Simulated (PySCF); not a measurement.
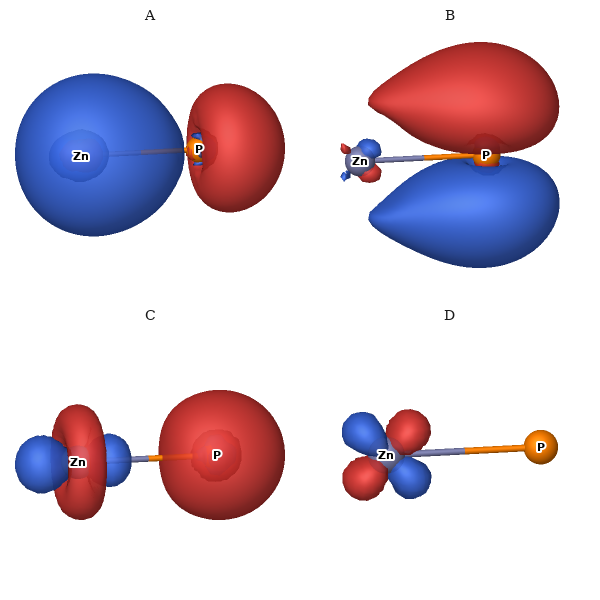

Figure. ZnP (quartet). Four frontier β-spin orbitals, each drawn at the value that holds 80 % of its norm (blue and red are the two phases), in no order; of a degenerate pair one member is drawn.

These are results of PySCF, PBE0/x2c-TZVPPall, spin-free X2C-1e, Gaussian nucleus, at a bond length of 2.441 Å, not measurements.

Label each orbital by symmetry, say whether it is occupied, and order them by energy.

Answer. Orbital D: π, occupied in this spin, −13.58 eV; almost wholly on Zn.
Orbital C: σ, occupied in this spin, −13.06 eV; shared between the atoms (Zn 65 %, P 35 %).
Orbital A: σ, occupied in this spin, −7.43 eV; shared between the atoms (Zn 55 %, P 45 %).
Orbital B: π, empty in this spin, −2.84 eV; mainly on P (85 %).
